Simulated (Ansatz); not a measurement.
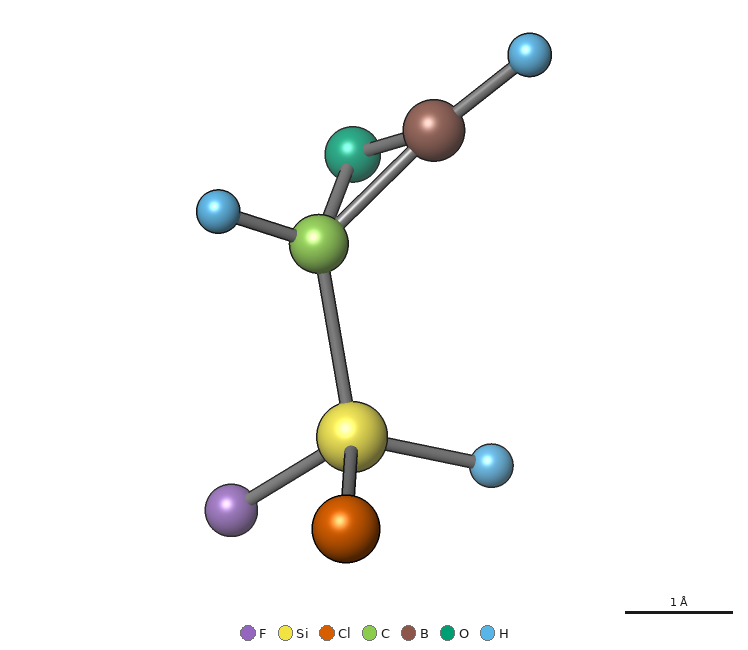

The picture shows a molecular structure as a ball-and-stick model. Every bond is drawn as one stick, whatever its order.

The computed structure is the end point of a PBE0-D4/def2-TZVP optimisation. No frequency run is at hand to confirm it as a minimum.

What does the picture show?

It has 9 atoms: 1 carbon, 3 hydrogen, 1 boron, 1 chlorine, 1 fluorine, 1 oxygen and 1 silicon (CH3BClFOSi). Its SMILES string is `F[Si@H](Cl)[C@H]1BO1`. Independent rings (smallest set): 1 of 3 members. Among its groups: Si–H bond, B–H bond. The point group is C1. Coordination, clear cases only: 1 Si tetrahedral.

The parts below concern this one geometry. Atoms keep their numbers from picture to picture.

Levels of theory compared

No frequency run is at hand to confirm it as a minimum. Program: Ansatz 0.2.0.

Tabulate HOMO energy (eV), HOMO–LUMO gap (eV) at these levels: B3LYP-D4/def2-TZVPP; PBE-D4/def2-TZVPP; PBE0-D4/def2-TZVPP; r2SCAN-D4/def2-TZVPP; ωB97M-V/def2-TZVPP; ωB97X-V/def2-TZVPP.

```tsv
level	HOMO energy (eV)	HOMO–LUMO gap (eV)
B3LYP-D4/def2-TZVPP	−8.55	7.25
PBE-D4/def2-TZVPP	−7.40	5.36
PBE0-D4/def2-TZVPP	−8.78	7.72
r2SCAN-D4/def2-TZVPP	−7.66	6.00
ωB97M-V/def2-TZVPP	−11.07	11.93
ωB97X-V/def2-TZVPP	−11.19	12.33
```

Dipole moment

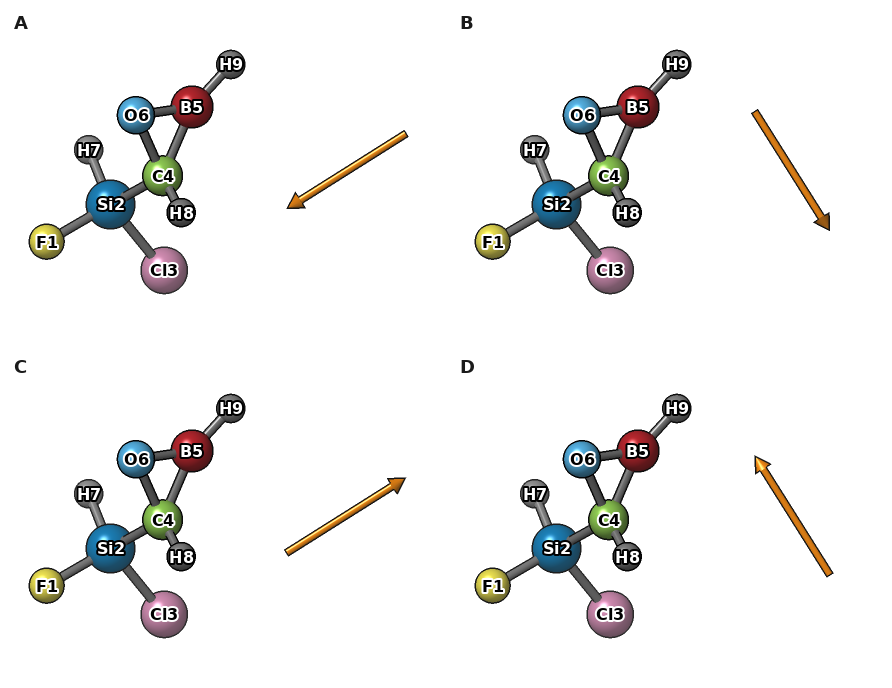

The same molecule four times, each with an arrow. No frequency run is at hand to confirm it as a minimum. Level of theory: RKS r2SCAN-D4/def2-TZVPP (Ansatz 0.2.0).

Which arrow points along the dipole moment, from the negative to the positive end?

C. The dipole moment is 1.95 D; it points from the side of F1 to the side of H9 (the outermost atoms at the two ends).

Charges

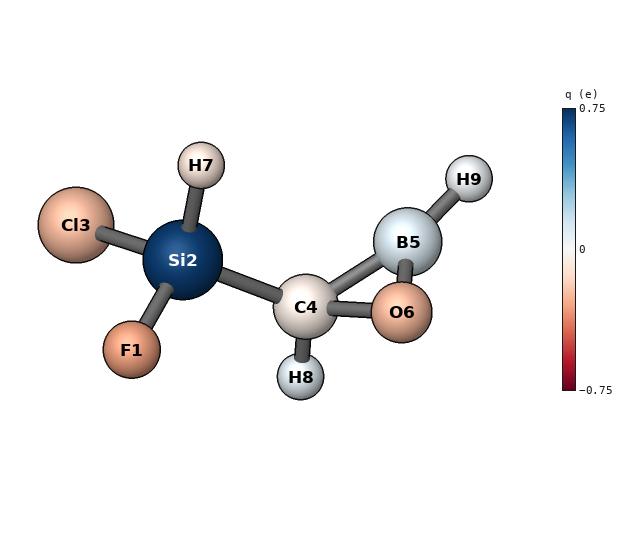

Atoms are coloured by their Mulliken charges. No frequency run is at hand to confirm it as a minimum. Method: RKS r2SCAN-D4/def2-TZVPP (Ansatz 0.2.0).

List the Mulliken charges.

| atom | value (e) |
| --- | --- |
| F1 | −0.30 |
| Si2 | 0.71 |
| Cl3 | −0.24 |
| C4 | −0.06 |
| B5 | 0.10 |
| O6 | −0.24 |
| H7 | −0.09 |
| H8 | 0.08 |
| H9 | 0.03 |

Mulliken values depend strongly on the basis set and can even reverse the polarity of a bond.
